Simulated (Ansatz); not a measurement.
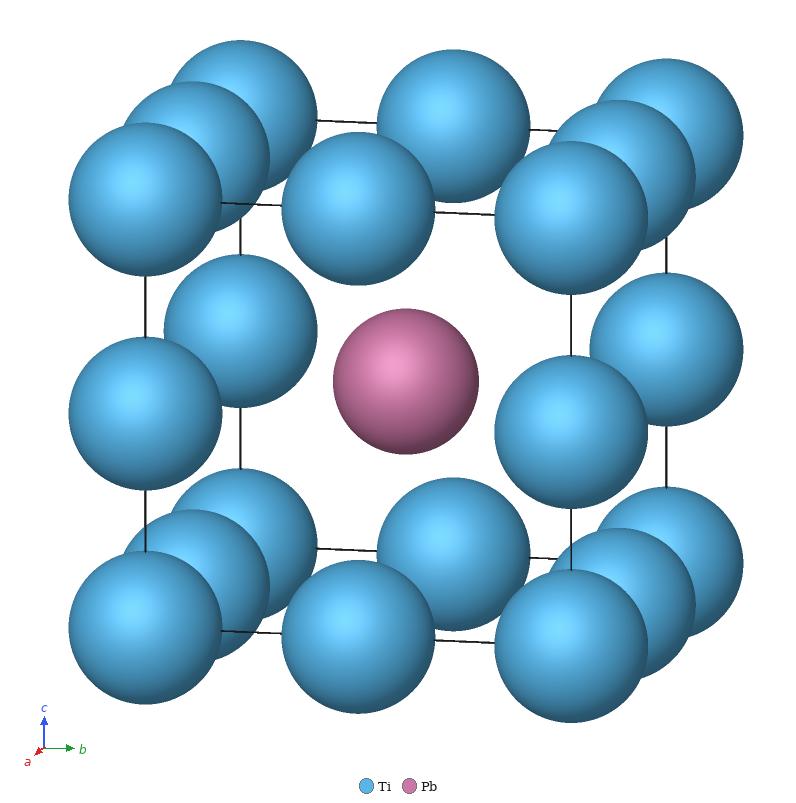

Structure drawing (spheres-only), viewed slightly off an axis. The wireframe shows the simulation cell.

The program read this input:
```yaml
crystal:
  lattice:
    - [4.7074755638, 0.0, 0.0]
    - [0.0, 4.7074755638, 0.0]
    - [0.0, 0.0, 4.7074755638]
  atoms:
    - { symbol: Ti, position: [0.0, 0.0, 0.0] }
    - { symbol: Ti, position: [0.5, 0.0, 0.0] }
    - { symbol: Ti, position: [0.0, 0.5, 0.0] }
    - { symbol: Ti, position: [0.0, 0.0, 0.5] }
    - { symbol: Pb, position: [0.5, 0.5, 0.5] }
basis:
  ecutwfc: 420
kpoints:
  mp_grid: { grid: [8, 8, 8] }
  band_path:
    path:
      - [[0.0, 0.0, 0.0], [0.0, 0.5, 0.0], [0.5, 0.5, 0.0], [0.0, 0.0, 0.0], [0.5, 0.5, 0.5], [0.0, 0.5, 0.0]]
      - [[0.5, 0.5, 0.5], [0.5, 0.5, 0.0]]
    npoints: 14
hamiltonian:
  xc: pbe
scf:
  occupations: { method: gaussian, width: 0.1 }
  n_extra_bands: 12
output:
  forces: true
  stress: true
  eigenvalues: true
  populations: true
  dos: { projected: true, de: 0.02, nscf_kmesh: { grid: [10, 10, 10] } }
  bader: true
  write_density: true
  write_potential: true
  elf: true
  volumetric_format: npy
```
Run as:
```sh
ansatz run input.yaml --threads 1 --pin off --max-ram 2560MiB --backend cpu --events-out ev --progress --plain --runs-dir out
```

Results below were computed with Ansatz, DFT PBE, scalar-relativistic, plane waves, PAW; the settings were a 420 eV plane-wave basis, an 8×8×8 mesh of k-points, Gaussian smearing of 0.1 eV, no spin polarisation.

How charged are the atoms, by the Bader scheme?

Answer. Ti -0.81 to +0.56 e; Pb -0.86 e.

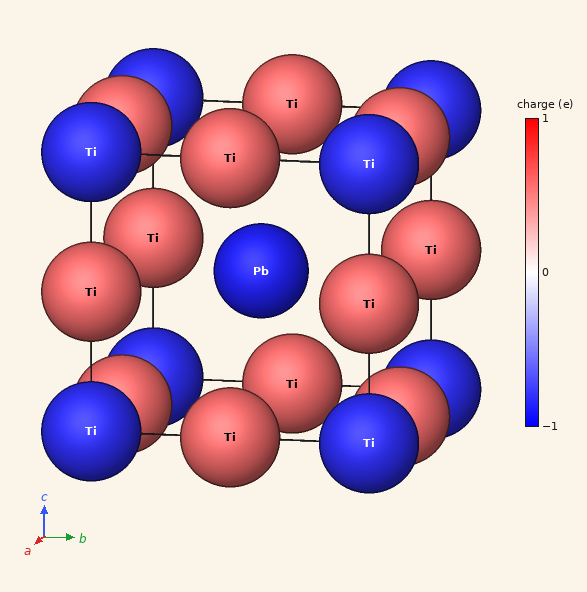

The atoms coloured by those charges.

Provenance: a random cell made by a generator, so it need not be a real form of the compound. Earlier steps of the study may have refined or changed the cell and positions. A calculation with Ansatz used it as input.
